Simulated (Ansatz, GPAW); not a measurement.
# BaCoS3 (model structure): optical spectrum from first principles, part 3 of 3

Aim: the dielectric function of BaCoS3 (model structure), and the optical constants that follow from it. The structure is a model built here, which may or may not match a known phase. It was built so: All O replaced by S and Sr replaced by Ba in the Pm-3m structure of SrCoO3. The cell is first relaxed with Ansatz.

GPAW 26.7.0; DFT, RPBE, plane-wave PAW (GPAW data sets), scalar-relativistic, RPA, optical limit.

So far. Step 3 (Ground state): There are states at the Fermi level within the smearing, so the occupations stay smeared and the carriers get a Drude term.

### 5. Dielectric function, RPA

Local fields let the induced charge screen the field inside the cell, which as a rule lowers ε, most along directions where the density is uneven.

This step: DFT, RPBE, plane-wave PAW (GPAW data sets), scalar-relativistic, RPA, optical limit (GPAW 26.7.0).

Contents of df.py:

```python
from gpaw.response.df import DielectricFunction

df = DielectricFunction('full.gpw', frequencies={'type': 'nonlinear', 'domega0': 0.03, 'omega2': 8},
                        ecut=30,
                        eta=0.15,
                        nbands=55,
                        rate=0.03,
                        txt='df.txt')
for direction in ['x']:
    df.get_dielectric_function(xc='RPA', direction=direction, filename=f'df_{direction}.csv')
```

Started as:

```bash
$ OMP_NUM_THREADS=1 python df.py
```

Log:

```text
Using integrator: PointIntegrator
NonLinearFrequencyDescriptor(from 0.000 to 49.845 eV, 465 points)
Nonperiodic BCs:  [False False False]
Using integrator: PointIntegrator
NonLinearFrequencyDescriptor(from 0.000 to 49.845 eV, 465 points)
Nonperiodic BCs:  [False False False]
Using integrator: PointIntegrator

Calculating chi0 body with:
    Ground state adapter containing:
    Number of spins: 2
    Number of kpoints: 512
    Number of irreducible kpoints: 35
    Number of completely occupied states: 13
    Number of partially occupied states: 21

    Linear response parametrization:
    q_c: [0.0, 0.0, 0.0]
    Number of frequency points: 465
    Planewave cutoff: 30.0
    Number of bands: 55
    Number of planewaves: 33
    Broadening (eta): 0.15

Integrating chi0 body.

Symmetries of q_c:
    Direct symmetries (Uq -> q): 48
    Indirect symmetries (TUq -> q): 0
In total 48 allowed symmetries.

35 groups of equivalent kpoints. 93.1640625% reduction.

Integral kind: spectral function

Calculating chi0 optical extensions with:
    Ground state adapter containing:
    Number of spins: 2
    Number of kpoints: 512
    Number of irreducible kpoints: 35
    Number of completely occupied states: 13
    Number of partially occupied states: 21

    Linear response parametrization:
    Number of frequency points: 465
    Planewave cutoff: 30.0
    Number of bands: 55
    Number of planewaves: 33
    Broadening (eta): 0.15
Integrating chi0 head and wings.

Symmetries of q_c:
    Direct symmetries (Uq -> q): 48
    Indirect symmetries (TUq -> q): 0
In total 48 allowed symmetries.

35 groups of equivalent kpoints. 93.1640625% reduction.

Integral kind: spectral function wings

Calculating drude chi0 with:
    Number of frequency points:465
    Plasma frequency decay rate: 0.03 eV

    Ground state adapter containing:
    Number of spins: 2
    Number of kpoints: 512
    Number of irreducible kpoints: 35
    Number of completely occupied states: 13
    Number of partially occupied states: 21

Symmetries of q_c:
    Direct symmetries (Uq -> q): 48
    Indirect symmetries (TUq -> q): 0
In total 48 allowed symmetries.

35 groups of equivalent kpoints. 93.1640625% reduction.

Integral kind: intraband
Plasma frequency:
[[3.62+0.j 0.  -0.j 0.  +0.j]
 [0.  -0.j 3.62+0.j 0.  +0.j]
 [0.  +0.j 0.  +0.j 3.62+0.j]]
```

The job ended after 53 s (1 thread of Arm Neoverse V1, shared host; peak memory 0.34 GiB).

Some rows of df_x.csv (energy; Re and Im without local fields; Re and Im with them):

```text
0.000000, 14754.022414, 0.000000, 14753.850419, 0.000000
0.460735, -61.423559, 61.898034, -61.611050, 62.058904
0.943989, -22.599722, 18.910510, -22.928916, 19.149882
1.451455, -8.627247, 8.355569, -9.122862, 8.740286
1.984998, -3.063106, 5.507226, -3.790740, 5.800710
2.546682, -1.078981, 3.247670, -1.998885, 3.307987
3.138794, 1.156761, 2.007678, 0.322767, 1.909819
3.763875, 3.013127, 2.206171, 2.089787, 2.025499
4.424758, 4.484613, 2.947080, 3.460153, 2.502639
5.124608, 4.747861, 5.390313, 3.823931, 4.406409
5.866977, 1.645917, 5.552836, 1.518821, 4.754003
6.655862, 1.401773, 4.062206, 1.137628, 3.623507
7.495775, 1.313949, 3.807698, 0.895402, 3.343589
8.391833, 1.771979, 4.356107, 1.249766, 3.464993
9.349861, 0.467870, 4.682985, 0.524744, 3.416589
10.376517, -0.629456, 3.615233, -0.186633, 2.758628
11.479449, -0.876744, 2.754758, -0.098876, 2.176502
12.667487, -0.464796, 1.553942, -0.166666, 1.347963
13.950874, -0.053545, 1.459103, 0.421413, 1.168338
15.341572, 0.550337, 1.238719, 0.495360, 1.289459
16.853625, 0.212368, 2.208288, 0.218104, 1.359742
```

Sum at mesh points, not converged in k. Table of Im ε, E ∥ x by photon energy; read off at these points:

```tsv
photon energy (eV)	Im ε, E ∥ x
1.0	16.8
2.0	5.77
3.0	2.24
4.0	2.02
5.0	3.91
5.5	5.26
6.0	4.46
7.0	3.84
8.0	3.23
8.7	3.69
9.0	3.43
10.0	3.06
11.0	2.26
12.0	1.93
13.0	1.23
14.0	1.18
15.0	1.31
16.0	1.44
16.2	1.49
17.0	1.31
```

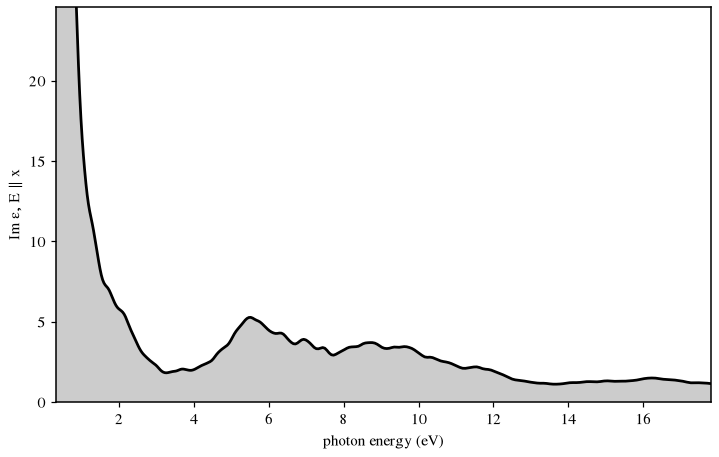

Im ε, E ∥ x against photon energy. Below 1 eV the curve runs off the scale.

Values under 1 per cm are given as 1; sum at mesh points, not converged in k. Table of absorption coefficient, E ∥ x by photon energy:

```tsv
photon energy (eV)	absorption coefficient, E ∥ x (1/cm)
1.01	4.9e5
1.99	4.7e5
3.02	3.3e5
3.98	2.3e5
4.98	4.4e5
6.02	7.8e5
6.99	8.6e5
8.03	8.4e5
9.02	1.1e6
10.03	1.3e6
11.03	1.3e6
12.02	1.3e6
13.00	1.0e6
14.04	9.2e5
14.96	1.0e6
16.03	1.2e6
16.96	1.3e6
```

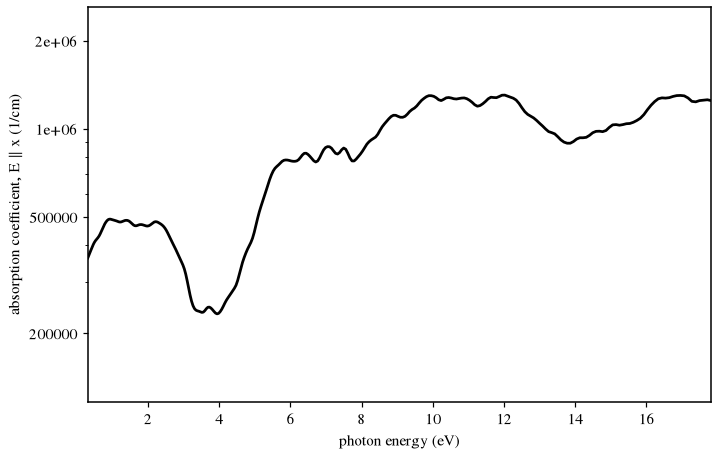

Absorption coefficient, E ∥ x against photon energy.

The loss function −Im 1/ε at q → 0, E ∥ x has structure finer than the step of the table below, so its rows give means over 1 eV, whole bins alone (the curve runs from 0.305 to 17.8 eV). Peaks (eV: height): 3.1: 0.509, 13.5: 0.864.

Sum at mesh points, not converged in k. Table of loss function −Im 1/ε at q → 0, E ∥ x by energy loss; means over each step:

```tsv
energy loss (eV)	loss function −Im 1/ε at q → 0, E ∥ x
1	0.0285
2	0.122
3	0.373
4	0.196
5	0.132
6	0.197
7	0.256
8	0.270
9	0.275
10	0.327
11	0.433
12	0.525
13	0.796
14	0.769
15	0.682
16	0.638
17	0.750
```

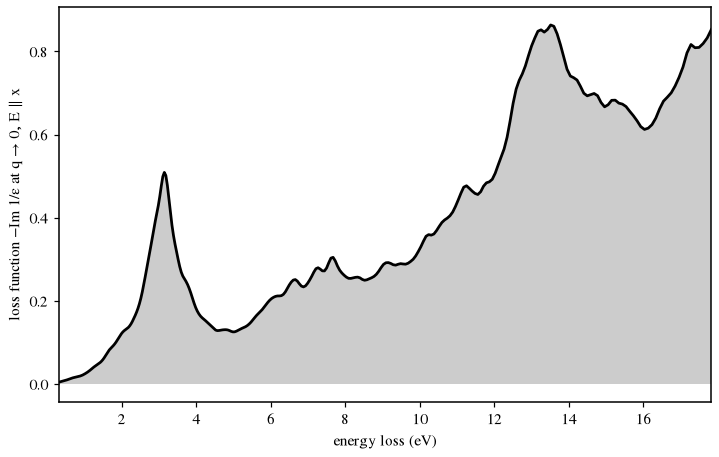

Loss function −Im 1/ε at q → 0, E ∥ x, plotted against energy loss.

The reflectivity at normal incidence, E ∥ x has structure finer than the step of the table below, so its rows give means over 1 eV, whole bins alone (the curve runs from 0.305 to 17.8 eV). Peaks (eV: height): 5.6: 25.2, 7.0: 22.4, 10.0: 26.0, 12.3: 24.8, 17.1: 14.5.

Sum at mesh points, not converged in k. Reflectivity at normal incidence, E ∥ x against photon energy; means over each step:

```tsv
photon energy (eV)	reflectivity at normal incidence, E ∥ x (%)
1	75.8
2	53.5
3	23.9
4	11.9
5	20.3
6	24.1
7	21.1
8	18.7
9	22.2
10	24.9
11	23.4
12	23.9
13	17.9
14	10.8
15	10.3
16	11.4
17	13.9
```

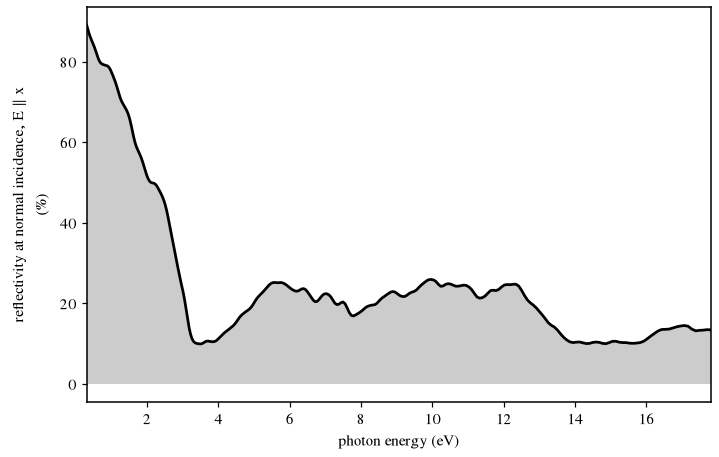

Reflectivity at normal incidence, E ∥ x against photon energy.

Sum at mesh points, not converged in k. The Im ε, E ∥ x by photon energy; read off at these points:

```tsv
photon energy (eV)	without local fields	with local fields
1.0	16.5	16.8
2.0	5.48	5.77
3.0	2.34	2.24
4.0	2.27	2.02
5.0	4.74	3.91
5.5	6.44	5.26
6.0	5.20	4.46
7.0	4.27	3.84
8.0	3.96	3.23
8.8	4.75	3.68
9.0	4.50	3.43
10.0	3.93	3.06
11.0	2.91	2.26
12.0	2.07	1.93
13.0	1.49	1.23
14.0	1.44	1.18
15.0	1.14	1.31
16.0	1.55	1.44
16.6	2.33	1.40
17.0	2.26	1.31
```

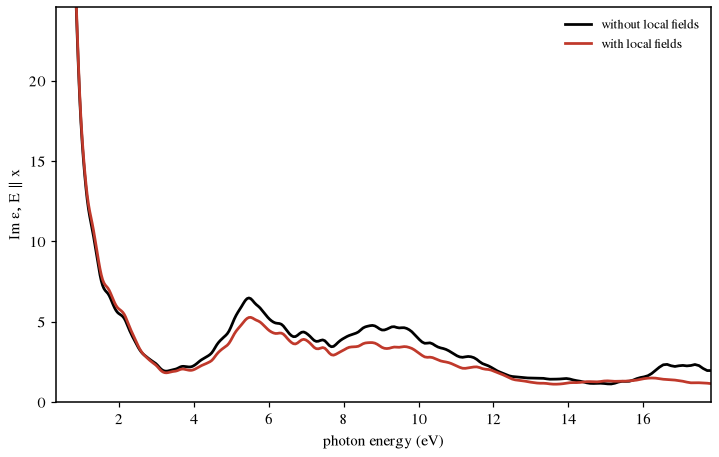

Im ε, E ∥ x against photon energy. Below 1 eV the curve runs off the scale.

From ε follow the optical constants at some laser and lamp lines:

```tsv
wavelength (nm)	n	k	R (%)	1/α
1064	1.53	4.082	73.4	21 nm
633	1.25	2.348	52.7	21 nm
532	1.09	2.013	48.3	21 nm
405	1.02	1.023	20.4	32 nm
365	1.35	0.694	10.1	42 nm
308	1.75	0.582	11.4	42 nm
193	1.63	1.269	23.5	12 nm
```

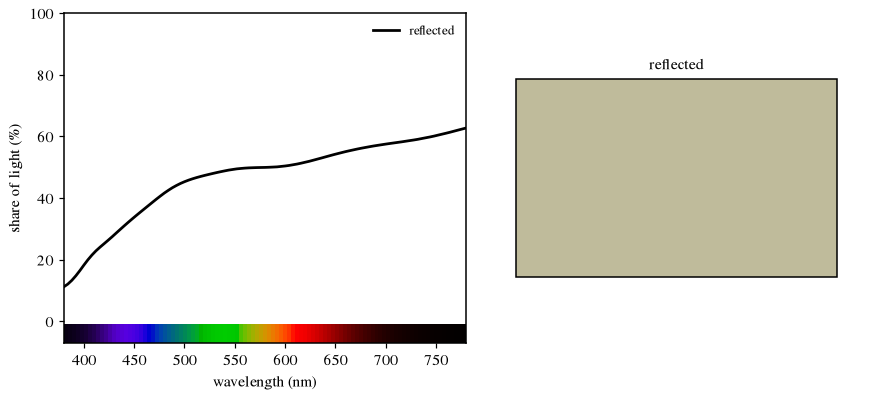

Light reflected across the visible range, with the colour that it makes of daylight (sRGB).

A polished face would reflect 49 % of daylight and look yellow (CIE x = 0.342, y = 0.370 under D65).

### 6. Summary of results

What this shows: At this level (RPBE, RPA) BaCoS3 is a metal. The mesh is too coarse to trust the carriers' weight, the reflectivity or the colour to better than tens of per cent. A polished face would reflect 49 % of daylight and look yellow (CIE x = 0.342, y = 0.370 under D65). The carriers' damping of 0.03 eV is typed, not computed; it shapes the response at the lowest energies. Spin-orbit coupling is left out although heavy atoms are present. The magnetic state comes from one start and need not be the lowest. The curves end at 18 eV, about where the summed bands run out. In this version of GPAW the matrix elements of the optical limit are incomplete, which can lower ε − 1 by up to a tenth where first-row anions or d states rule, and shift it by more in d metals. GPAW's carrier term has the form −ωp²/(ω + i·rate)², which damps like twice the rate and fails at low energy, so the curves leave the lowest energies out. The sum runs over mesh points 0.17 Å⁻¹ apart with no interpolation, so peaks are partly noise of the mesh, and the Drude plasma energy, a sum over the Fermi surface, isn't converged.

[Machine, clock and banner lines and Python warnings are left out of the logs.]

[Logs are printed without paths, hosts, clocks, repeated set-up lines and the standing remarks that a program may print on its own settings, such as how far it seeks lower states.]

[Hosts, paths, dates, database ids (printed as entryN), source tags and the programs' standing remarks are cut or masked in the printed files.]
